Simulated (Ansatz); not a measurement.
# CsH (Fm-3m): convergence test of the plane-wave cutoff from a Python script

How high a cutoff does CsH (Fm-3m) need? The task is a convergence test of the plane-wave cutoff, for CsH (Fm-3m).

Program: the Python package of Ansatz 0.2.0. Level of theory: DFT r2SCAN, plane waves, PAW. These are calculated values, not measurements.

## Step 1: The system

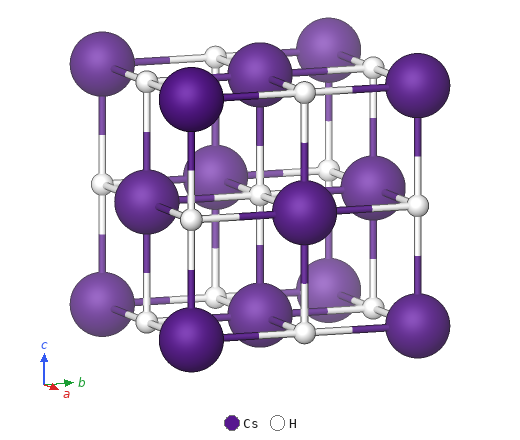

The starting structure, viewed slightly off an axis; caesium purple, hydrogen white. The cell is the conventional one. Atoms on cell faces are repeated.

The script holds or builds the structure itself.

## Step 2: The code

Contents of ecut.py:

```python
"""Convergence of CsH with the plane-wave cutoff."""

import warnings

import ansatz
import matplotlib.pyplot as plt

warnings.simplefilter("ignore", ansatz.DeckWarning)

crystal = (
    ansatz.Lattice.of([0.0, 3.188, 3.188], [3.188, 0.0, 3.188], [3.188, 3.188, 0.0])
    .atom("Cs", [0.0, 0.0, 0.0])
    .atom("H", [0.5, 0.5, 0.5])
)

job = (
    crystal.calculation()
    .kpoints(spacing=0.44)
    .occupations(ansatz.OccupationsMethod.GAUSSIAN, width=0.05)
    .functional("r2scan")
    .stress()
)

rows = []
for value in [250, 300, 350, 400, 450, 500]:
    rep = job.basis(value).run(threads=1).report
    rows.append((value, rep["free_energy_ev"] / len(rep["lattice"]["sites"]), rep["n_iterations"], sum(rep["stress_gpa"][i][i] for i in range(3)) / 3, rep["n_pw"]))

print(" cutoff (eV)   F/atom (eV)    iterations       P (GPa)   plane waves")
for row in rows:
    print(f"{str(row[0]):>12s}  {row[1]:12.5f}  {row[2]:12d}  {row[3]:12.3f}  {row[4]:12d}")

# differences from the last row
for row in rows[:-1]:
    shift = 1000 * (row[1] - rows[-1][1])
    print(f"{row[0]}: {shift:+.2f} meV/atom" + ("  (within 2 meV)" if abs(shift) < 2 else ""))
plt.figure(figsize=(4.5, 3))
plt.plot([str(row[0]) for row in rows], [1000 * (row[1] - rows[-1][1]) for row in rows], "o-")
plt.xlabel("cutoff (eV)")
plt.ylabel("F - F(last) (meV/atom)")
plt.tight_layout()
plt.savefig("ecut.png", dpi=100)
```

## Step 3: What the engine is handed

The package turns the script's settings into the engine's input (first run):

```yaml
crystal:
  lattice:
    - [0.0, 3.188, 3.188]
    - [3.188, 0.0, 3.188]
    - [3.188, 3.188, 0.0]
  atoms:
    - { symbol: Cs, position: [0.0, 0.0, 0.0] }
    - { symbol: H, position: [0.5, 0.5, 0.5] }
basis:
  ecutwfc: 250.0
kpoints:
  mp_grid:
    kspacing: 0.44
hamiltonian:
  xc: r2scan
scf:
  occupations:
    method: gaussian
    width: 0.05
output:
  stress: true
```

## Step 4: Launch

Launch:

```console
python ecut.py
```

The program printed:

```text
 cutoff (eV)   F/atom (eV)    iterations       P (GPa)   plane waves
         250   -2851.14519             6         0.012           561
         300   -2851.17948             6         0.006           749
         350   -2851.19035             6         0.031           941
         400   -2851.19360             6         0.029          1243
         450   -2851.19470             6         0.023          1411
         500   -2851.19500             6         0.020          1639
250: +49.81 meV/atom
300: +15.52 meV/atom
350: +4.65 meV/atom
400: +1.40 meV/atom  (within 2 meV)
450: +0.30 meV/atom  (within 2 meV)
```

It took 8.3 s on 1 thread of Intel Xeon Platinum 8488C (Sapphire Rapids), shared host; peak memory 0.61 GiB.

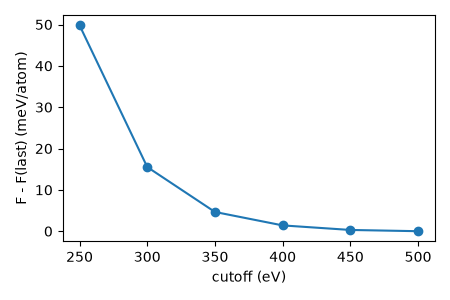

The script's own figure, ecut.png.

## Step 5: What changed from run to run

The engine's inputs for some of the other runs:

Run 4, against run 1:

```diff
@@ -10 +10 @@
-  ecutwfc: 250.0
+  ecutwfc: 400.0
```

Run 5, against run 1:

```diff
@@ -10 +10 @@
-  ecutwfc: 250.0
+  ecutwfc: 450.0
```

Run 6, against run 1:

```diff
@@ -10 +10 @@
-  ecutwfc: 250.0
+  ecutwfc: 500.0
```

Lines on the test bed's own set-up are left out of the output.

## Step 6: The engine's runs

One row for each of the 6 runs:

```tsv
run	cutoff (eV)	energy from run 6 (meV/atom)	pressure (GPa)	SCF cycles	CPU time (s)
1	250	49.81	0.01	6	0.66
2	300	15.52	0.01	6	0.77
3	350	4.65	0.03	6	0.88
4	400	1.40	0.03	6	1
5	450	0.30	0.02	6	1.2
6	500	0.00	0.02	6	1.8
```

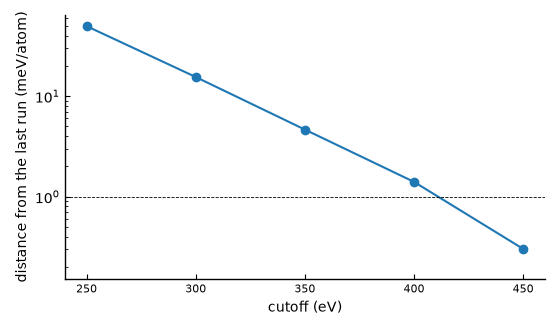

How far each run lies from the last one; the dashed line marks 1 meV/atom.

## Step 7: Results

```
                              quantity           value
                         runs compared               6
       last run but one, from the last  +0.30 meV/atom
within 5 meV/atom of the last run from             350
```

What this shows: Runs 1, 2, 3, 4, 5: each has a cutoff under the recommended one, so what rests on them isn't a property of the system. From 400 eV on it stays within 2 meV an atom of the value at 500 eV; the first row (250 eV) is off by 49.8 meV and the last but one by 0.30 meV. The energy falls steadily, as expected when plane waves are added. The pressure moves from 0.01 to 0.02 GPa (the program's stress holds a Pulay correction, so it settles early). Pressure is positive in compression. Shifts are counted from the last row, which is itself no proven limit.
